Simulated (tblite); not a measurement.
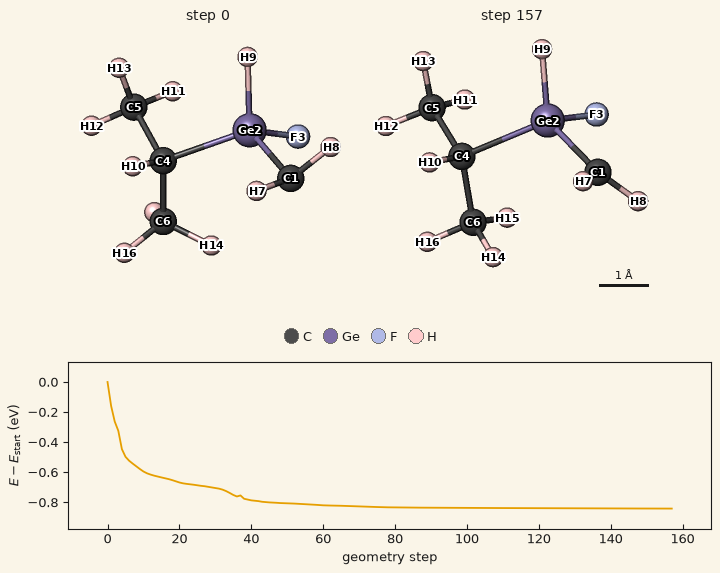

First and last geometry of a relaxation of C4H10FGe (multiplicity 2), with the history of the run. Style: ball-and-stick. Shown from a free direction.

All numbers below come from tblite, GFN2-xTB geometry optimisation, gas phase. 

**Read the history and describe the run.**

It converged. After 157 geometry steps the energy has fallen by 0.841 eV. The largest move after the best rigid fit is that of H8, 1.36 Å. By element the largest moves are H 1.36 Å, F 0.51 Å, Ge 0.33 Å, C 0.20 Å. Near-neighbour distances that change, for instance: Ge2–C4 1.930 → 2.035 Å, C1–Ge2 1.942 → 1.901 Å, C1–H8 1.115 → 1.075 Å, Ge2–H9 1.555 → 1.519 Å. Among the angles between lasting bonds that change: Ge2–C1–H8 107.1° → 120.9°, Ge2–C1–H7 113.1° → 122.2°, H7–C1–H8 109.2° → 116.0°. Groups turn about C4–C6 by about 45°.

```tsv
step	E − E(0), eV
0	0.0000
1	-0.1588
2	-0.2625
3	-0.3243
4	-0.4462
5	-0.4970
6	-0.5230
7	-0.5422
8	-0.5604
9	-0.5783
10	-0.5948
18	-0.6521
25	-0.6864
33	-0.7250
41	-0.7891
49	-0.8052
56	-0.8130
64	-0.8218
72	-0.8287
80	-0.8335
87	-0.8350
95	-0.8361
103	-0.8370
111	-0.8378
118	-0.8385
126	-0.8389
134	-0.8393
142	-0.8399
149	-0.8408
157	-0.8412
```
